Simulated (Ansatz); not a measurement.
# CsPbCl3 (Pm-3m): refractive index against wavelength

The refractive index of CsPbCl3 (Pm-3m) below the direct gap (1.93 eV on the mesh) is read from one computed spectrum, n = √(Re ε).

Cell: a, b, c = 5.605, 5.605, 5.605 Å (primitive vectors), 5 atoms.

Method: Ansatz 0.2.0, PBE, independent particles, k-mesh 6×6×6 with interpolation inside its cells, Gaussian parameter 0.15 eV.

Launch of the response step: `ansatz run input.yaml --threads 4 --pin off --max-ram 8192MiB --backend cpu --events-out ev --progress --plain --runs-dir out`. The run took 9 s, on 4 threads of AMD EPYC 9R45 96-Core Processor (Zen 5), on a shared host.

```
wavelength (nm)  photon energy E (eV)       n
           3000                 0.413  2.0792
           2000                 0.620  2.0869
           1550                 0.800  2.0965
           1310                 0.946  2.1067
           1064                 1.165       ?
```

In the single-oscillator model n² − 1 = E₀E_d/(E₀² − E²), so 1/(n² − 1) = E₀/E_d − E²/(E₀E_d) is linear in E².

Working, on the rows shown:

| x = E² (eV²) | y = 1/(n² − 1) |
| --- | --- |
| 0.170801 | 0.300926 |
| 0.384302 | 0.298049 |
| 0.639837 | 0.294524 |
| 0.895757 | 0.290851 |

Means: x̄ = 0.52267, ȳ = 0.29609. Σ(x − x̄)(y − ȳ) = -0.004111, Σ(x − x̄)² = 0.2959. Slope = -0.004111 / 0.2959 = -0.01389; intercept = ȳ − slope · x̄ = 0.30335. Turned back into n, the line misses the rows shown by at most 0.00018.

Predict the last column of the withheld row from the fit.

At x = 1.3578 the line gives y = 0.28448, that is 2.1249. The run gave 2.1265, so the extrapolation is off by 0.0016, 3 % of the range in the table.

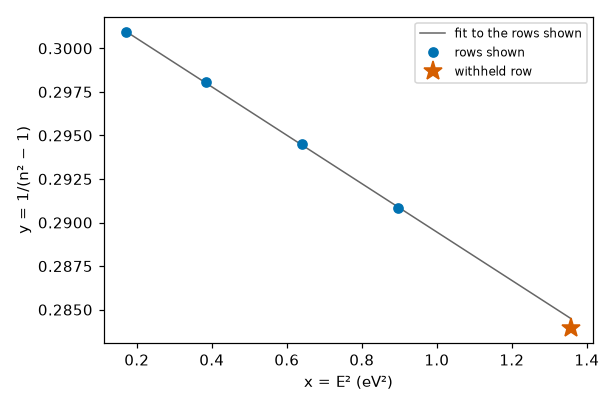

Refitted with all rows, the slope is -0.01433 and the intercept 0.30354. These give E₀ = √(intercept/−slope) = 4.60 eV and E_d = E₀/intercept = 15.2 eV; E₀ is 2.4 times the direct gap. The electronic limit at long wavelengths, without lattice vibrations, is n = √(1 + 1/intercept) = 2.072. Excitons are left out and so are local fields. Spin-orbit coupling is left out.

[Logs are printed without paths, hosts, clocks, repeated set-up lines and the standing remarks that a program may print on its own settings, such as how far it seeks lower states.]
